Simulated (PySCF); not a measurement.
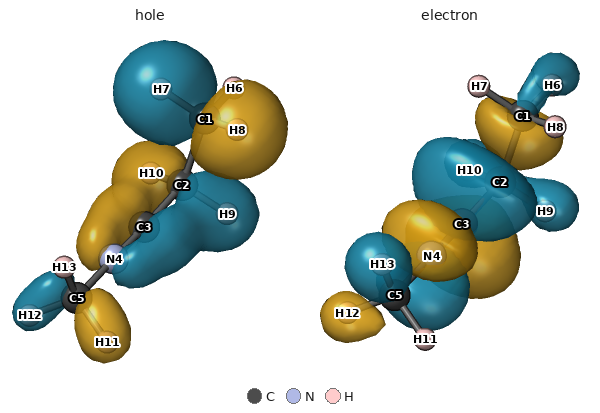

*C₄H₈N, charge +1, SMILES `CCC#[N+]C`. Leading natural transition orbital pair of S₄ (TDA singlet states); the surfaces enclose about 85 % of each orbital's density.*

Level of theory: ωB97X/def2-SVPD (PySCF), at a geometry from GFN2-xTB. No frequency check shows the geometry to be a minimum.

> Where does the state lie, and where do hole and electron sit?

9.17 eV (135 nm), f = 0.000 (very weak); the leading pair carries 98 %; hole on C1 (32 %), H7 and H8 (14 % each) and C2 (11 %), electron on C3 (39 %), N4 (26 %) and C2 (9 %); their centroids lie 1.6 Å apart. In canonical orbitals it is mainly HOMO−3 → LUMO (72 %). The HOMO–LUMO gap is 13.76 eV.
